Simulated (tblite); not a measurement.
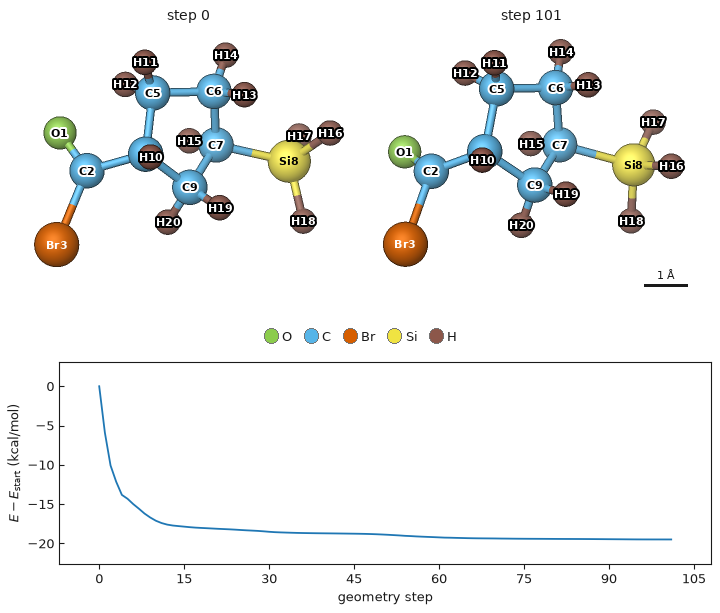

First and last geometry of a relaxation of C6H11BrOSi, with the history of the run. A ball-and-stick model, seen at a tilt.

Theory: tblite, GFN2-xTB geometry optimisation, gas phase. 

> Read the history and describe the run.

It converged. The energy falls by 19.5 kcal/mol in 101 geometry steps. An H atom moves most after the best rigid fit: 0.80 Å. By element the largest moves are H 0.80 Å, O 0.70 Å, Br 0.30 Å, C 0.20 Å, Si 0.11 Å. Near-neighbour distances that change, for instance: Br–C 1.910 → 1.987 Å, C–Si 1.842 → 1.905 Å, C–C 1.506 → 1.554 Å, C–O 1.226 → 1.179 Å. Bond angles that change, for instance: O–C–C 114.9° → 130.8°, Br–C–C 122.1° → 111.2°, C–C–C 105.6° → 111.6°. Groups turn about C–Si by about 35°.

```json
{"step": "0", "E − E(0), kcal/mol": "0.00"}
{"step": "1", "E − E(0), kcal/mol": "-5.90"}
{"step": "2", "E − E(0), kcal/mol": "-10.07"}
{"step": "3", "E − E(0), kcal/mol": "-12.15"}
{"step": "4", "E − E(0), kcal/mol": "-13.82"}
{"step": "5", "E − E(0), kcal/mol": "-14.31"}
{"step": "6", "E − E(0), kcal/mol": "-14.98"}
{"step": "7", "E − E(0), kcal/mol": "-15.57"}
{"step": "8", "E − E(0), kcal/mol": "-16.19"}
{"step": "9", "E − E(0), kcal/mol": "-16.69"}
{"step": "10", "E − E(0), kcal/mol": "-17.10"}
{"step": "15", "E − E(0), kcal/mol": "-17.86"}
{"step": "20", "E − E(0), kcal/mol": "-18.09"}
{"step": "24", "E − E(0), kcal/mol": "-18.24"}
{"step": "29", "E − E(0), kcal/mol": "-18.45"}
{"step": "34", "E − E(0), kcal/mol": "-18.63"}
{"step": "39", "E − E(0), kcal/mol": "-18.70"}
{"step": "44", "E − E(0), kcal/mol": "-18.74"}
{"step": "48", "E − E(0), kcal/mol": "-18.80"}
{"step": "53", "E − E(0), kcal/mol": "-18.97"}
{"step": "58", "E − E(0), kcal/mol": "-19.16"}
{"step": "63", "E − E(0), kcal/mol": "-19.28"}
{"step": "67", "E − E(0), kcal/mol": "-19.34"}
{"step": "72", "E − E(0), kcal/mol": "-19.38"}
{"step": "77", "E − E(0), kcal/mol": "-19.40"}
{"step": "82", "E − E(0), kcal/mol": "-19.42"}
{"step": "87", "E − E(0), kcal/mol": "-19.44"}
{"step": "91", "E − E(0), kcal/mol": "-19.46"}
{"step": "96", "E − E(0), kcal/mol": "-19.48"}
{"step": "101", "E − E(0), kcal/mol": "-19.49"}
```
